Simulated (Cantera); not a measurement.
A closed system holds: 1 mol NH₃, 0.013 mol SO₂, 4.9 mol O₂, held at 0.100 bar.

These are equilibrium values from Cantera (NASA tables, ideal gas, pure condensed phases), not measurements of a reactor. Candidate condensed phases: H₂O, H₂SO₄, S; 35 gas species. Kinetics and transport are ignored.

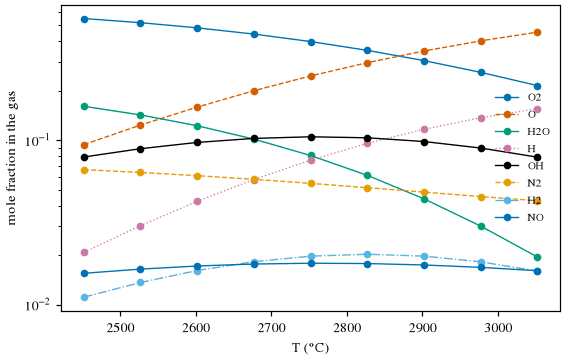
*Equilibrium gas composition (values under 1e-9 drawn at 1e-9)*

Read off the mole fractions at 2902 °C.

O about 0.35, O₂ about 0.31, H about 0.12, OH about 0.098, N₂ about 0.048, H₂O about 0.044, H₂ about 0.020, NO about 0.017.
